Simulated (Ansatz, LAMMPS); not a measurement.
# Static equation of state of amorphous Ge (61 atoms)

Density of this cell: 4.73 g/cm³. The cell holds 61 atoms: 61 Ge. Its edges and angles: a = 11.638 Å, b = 11.725 Å, c = 11.405 Å, α = 87.8°, β = 91.0°, γ = 89.9°. The starting structure: 61 atoms (61 Ge) placed at random at 4.57 g/cm³, melted at 3500 K for 10 ps at fixed volume with the Tersoff potential (Tersoff, Phys. Rev. B 39, 5566 (1989)). Quenched from 3500 K to 100 K at 5 K/ps and fixed volume, held 5 ps, then minimised at fixed cell.

Calculated with Ansatz 0.2.0: Kohn-Sham DFT, PBE, PAW (set soft_1), plane waves; cutoff 420 eV, Γ point, gaussian smearing of 0.05 eV. Cell and atoms were relaxed first, to V0 = 25.489 Å³ an atom at a residual P0 = -0.004 GPa. The cell was then scaled evenly, and the atoms were relaxed at each volume.

```
volume (Å³/atom)  pressure (GPa)
          22.940               ?
          23.960           3.255
          24.725           1.494
          26.254          -1.252
          27.019          -2.348
```

Task: Fit the third-order Birch–Murnaghan equation to the rows given and extrapolate to the withheld row.

**Working.**

Take the Eulerian strain f = ½[(V0/V)^(2/3) − 1] and the normalised pressure F = (P − P0) / [3f(1 + 2f)^(5/2)]. The third-order Birch–Murnaghan equation is then the line F = B0 + (3/2)B0(B′ − 4) f, so u = f and v = F.

```
      u = f  v = F (GPa)
  0.0210563      46.5350
  0.0102569      46.2681
-0.00975636      44.7779
 -0.0190503      45.2000
```

With n = 4: mean u = 6.2661e-4, mean v = 45.6953, Σ(u − ū)² = 0.0010051, Σ(u − ū)(v − v̄) = 0.041943. Slope b = 0.041943 / 0.0010051 = 41.730; intercept a = v̄ − b ū = 45.669.

So B0 = a = 45.7 GPa and B′ = 4 + 2b/(3a) = 4.61. At the withheld volume f = 0.03638, F = a + b f = 47.19 GPa, and P = P0 + 3f(1 + 2f)^(5/2) F.

Prediction at 22.940: 6.135 GPa. The run gave 6.006 GPa, so the fit is high by 0.13 GPa (2.2 % of the value).

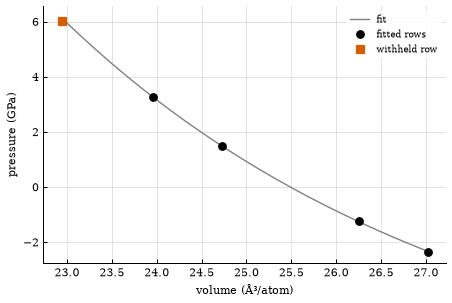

The fit, the rows that it rests on and the withheld row.

Among the rows given, the largest miss of the fit is at 27.019, by 0.017 GPa (0.20 % of the range of the table).

Limits: Static cells at zero temperature; the cell shape is held. The program notes that the SCF threshold of these relaxations is loose for the stress. The quench rate of 5 K/ps is many orders above laboratory rates, so the cell is likely richer in defects and strain than a real sample. The network of bonds at the start is that of the classical potential that made the cell, and needn't be the one that DFT or experiment would give. Only the Γ point is sampled, in a cell whose shortest periodic width is 11 Å.

[Logs are printed without paths, hosts, clocks, repeated set-up lines and the standing remarks that a program may print on its own settings, such as how far it seeks lower states.]

[Hosts, paths, dates, database ids (printed as entryN), source tags and the programs' standing remarks are cut or masked in the printed files.]
